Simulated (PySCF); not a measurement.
C5H6NO3S (charge +1)

```xyz
16

O     2.7436   -0.8829    0.8936
S     2.2252    0.1097    0.0234
O     2.6128    1.4674    0.1214
O     2.2819   -0.4033   -1.4820
C     0.4115    0.0708    0.1287
C    -0.3122    1.1717   -0.2994
C    -1.6911    1.1274   -0.2112
N    -2.2884    0.0382    0.2861
C    -1.6109   -1.0328    0.7151
C    -0.2299   -1.0426    0.6462
H     3.0873   -0.8768   -1.7094
H     0.2097    2.0372   -0.6784
H    -2.3173    1.9482   -0.5317
H    -3.3065    0.0253    0.3458
H    -2.1768   -1.8661    1.1073
H     0.3535   -1.8826    0.9921
```

Geometry: GFN2-xTB.

These are results of PySCF, PBE0/pcSseg-1, SCF density, gas phase, non-relativistic, not measurements.

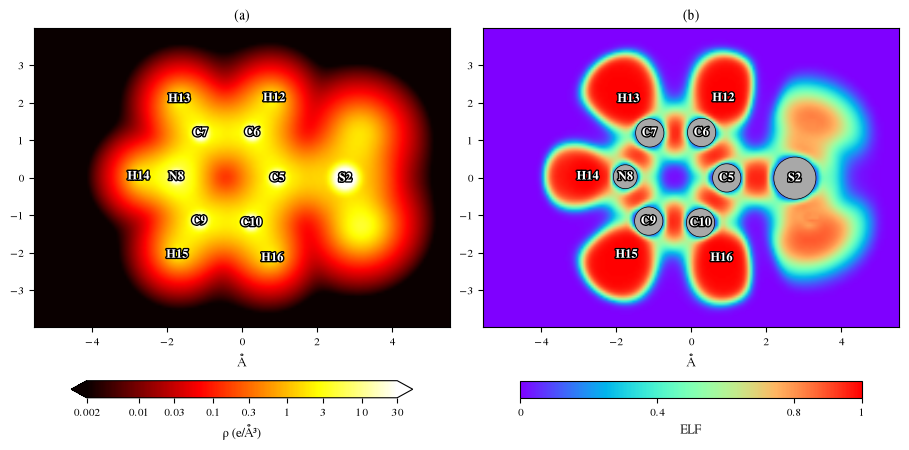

Figure 1. (a) electron density; (b) electron localisation function on the plane of atoms S2, C5 and C6. Grey discs cover the atomic cores in the ELF map.

### Read the bonding off the picture.

The plane passes through S, C, N and H nuclei.
C–N (1.34 Å): ρ is about 2.4 e/Å³ halfway; the ELF peaks at about 0.90 between the atoms; a covalent bond.
C–C (1.38 Å): the density is about 2.1 e/Å³ at the midpoint; the ELF peaks at about 0.95 between the atoms; a covalent bond.
C–S (1.82 Å): ρ at the midpoint is about 1.4 e/Å³; the ELF peaks at about 0.95 between the atoms: localised, covalent bonding.
N–H (1.02 Å): ρ at the midpoint is about 3 e/Å³; the ELF climbs to about 1 towards the hydrogen, as it does in any bond to H; a covalent bond by its length.
The ELF also peaks beside O1 and O3, away from the bonds: lone-pair regions.

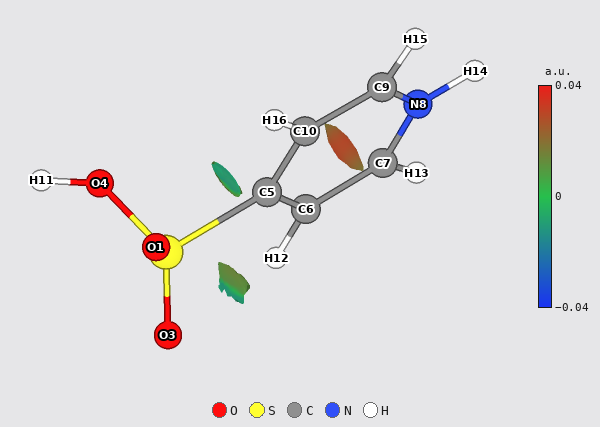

Figure 2. Non-covalent interaction (NCI) plot: the surface where the reduced density gradient is 0.5, for densities under 0.05 a.u., coloured by sign(λ₂)ρ; seen at an oblique angle.

### Which non-covalent interactions does the plot reveal?

Near H12, O3 and C6: mostly steric crowding (olive to red); near H16, O1 and C10: mostly steric crowding (olive to red); inside the ring or cage of C5, C6, C7, N8, C9 and C10: steric crowding (red).
